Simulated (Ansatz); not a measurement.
**CH7AlFN: density, localisation and related maps**

```xyz
11

Al   -1.0358    0.1936   -1.2518
F    -0.2489    1.4397   -2.0961
H    -0.6231   -1.2880   -1.6908
H    -2.5197    0.5466   -0.7692
H     0.6569    1.2725    0.1686
N     0.0750    0.4800    0.4534
C     0.9014   -0.6401    0.9163
H    -0.5271    0.8260    1.2024
H     1.5111   -1.0064    0.0798
H     1.5603   -0.3593    1.7523
H     0.2498   -1.4647    1.2351
```

Method: RKS PBE0-D4/def2-SVP in Ansatz 0.2.0.

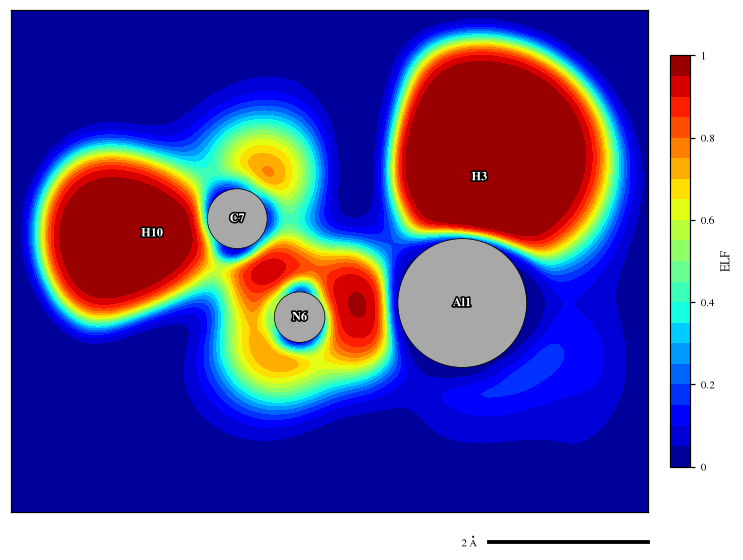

Figure 1. Electron localisation function on the plane of atoms Al1, N6 and C7. Grey discs cover the atomic cores.

What do the fields say about this system?

The plane passes through Al, H, N and C nuclei. C–N (1.47 Å): the ELF peaks at about 0.95 between the atoms (a shared electron pair). Al–N (2.06 Å): the ELF peaks at about 0.95 in the valence shell of N, 0.7 Å from its nucleus, and is about 0.75 at the midpoint. C–H (1.10 Å): the ELF climbs to about 1 towards the hydrogen, as it does in any bond to H: an ordinary covalent bond to hydrogen. Al–H (1.60 Å): the ELF climbs to about 1 towards the hydrogen.

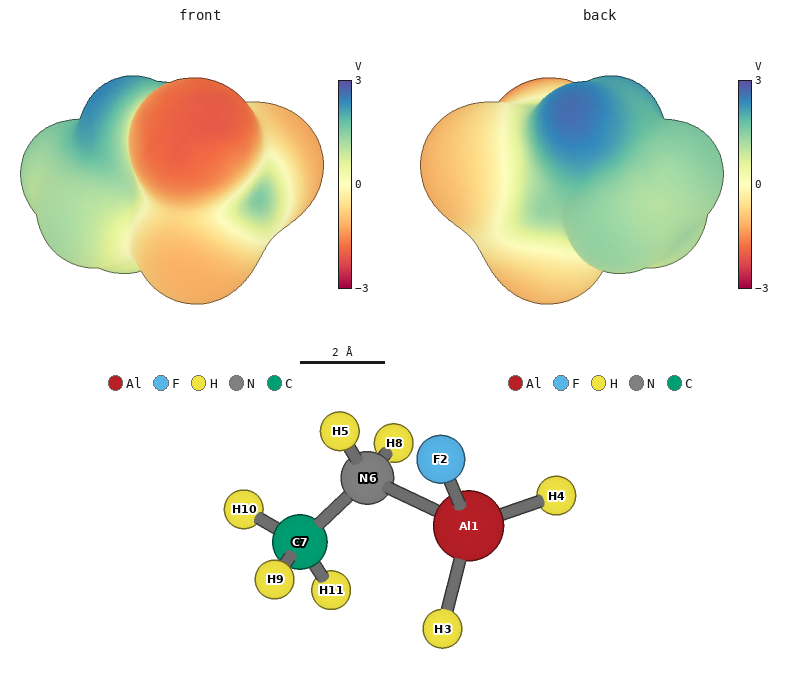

Figure 2. The molecular electrostatic potential painted on the density surface at 0.002 e/bohr³, seen from the front and from behind; the colour scale runs from red (negative) to blue (positive). The bare structure is drawn below in the same view.

Where is the surface potential most negative and most positive?

The most negative region (about −2.0 V) lies over F2, the most positive (about +2.6 V) over H8.

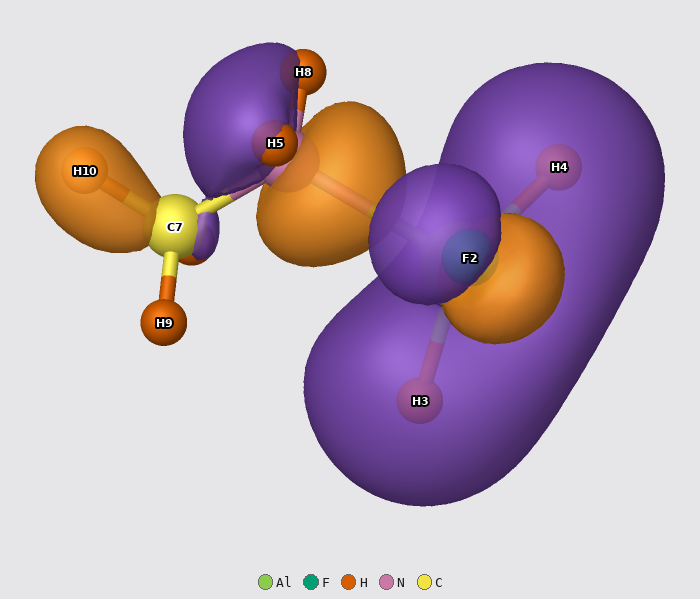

Figure 3. The HOMO−1 at ±0.08 Å⁻³ᐟ² (orange and purple are the two phases), seen at a tilt.

Where does this orbital lie, and at what energy?

It lies mainly on Al1 (about 30 %), H3 (about 20 %), H4 (about 20 %), N6 (about 15 %) and F2 (about 10 %). Its energy is −8.69 eV.
